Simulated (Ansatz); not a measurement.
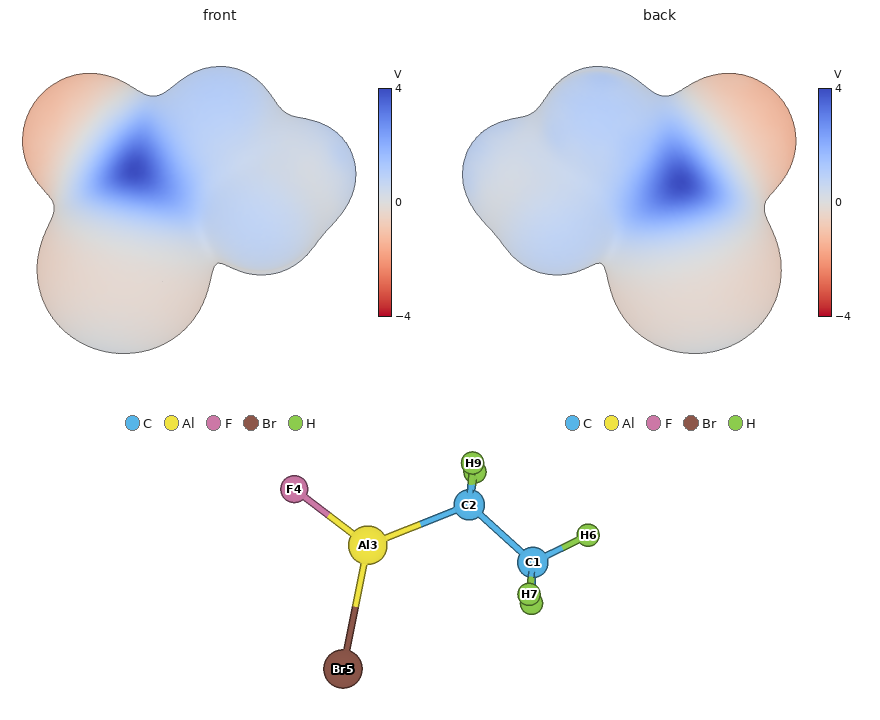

Figure. C2H5AlBrF (SMILES C[CH2][Al]([F])[Br]). The molecular electrostatic potential painted on the density surface at 0.002 e/bohr³, seen from the front and from behind; the colour scale runs from red (negative) to blue (positive). The bare structure is drawn below in the same view.

Geometry: PBE0-D4/def2-TZVP.

These are results of Ansatz 0.2.0, RKS PBE0-D4/def2-TZVPP, not measurements.

Input

```
crystal:
  periodic: [false, false, false]
  atoms:
    - {symbol: C, position_ang: [-0.391949, 0.669744, 1.074056]}
    - {symbol: C, position_ang: [0.650304, 0.305736, 0.018469]}
    - {symbol: Al, position_ang: [0.100344, -1.005041, -1.300674]}
    - {symbol: F, position_ang: [1.130855, -1.488372, -2.489779]}
    - {symbol: Br, position_ang: [-1.942201, -1.947604, -1.311446]}
    - {symbol: H, position_ang: [-0.005702, 1.412267, 1.777637]}
    - {symbol: H, position_ang: [-1.296433, 1.084721, 0.623437]}
    - {symbol: H, position_ang: [-0.701254, -0.202189, 1.654952]}
    - {symbol: H, position_ang: [0.974749, 1.197223, -0.532587]}
    - {symbol: H, position_ang: [1.564286, -0.077684, 0.488836]}
basis:
  gaussian: {orbitals: def2-TZVPP}
hamiltonian: {xc: pbe0, dispersion: d4}
output: {orbitals: {seedname: orbitals}}
```

Run with:

```sh
ansatz run in.yaml --threads 4 --pin off --events-out ev --progress --plain --max-ram 10444MiB
```

**Describe the electrostatic potential map.**

The most negative region (about −1.2 V, or −28 kcal/mol for a unit charge) lies over F4, the most positive (about +3.7 V, or +85 kcal/mol for a unit charge) over Al3.
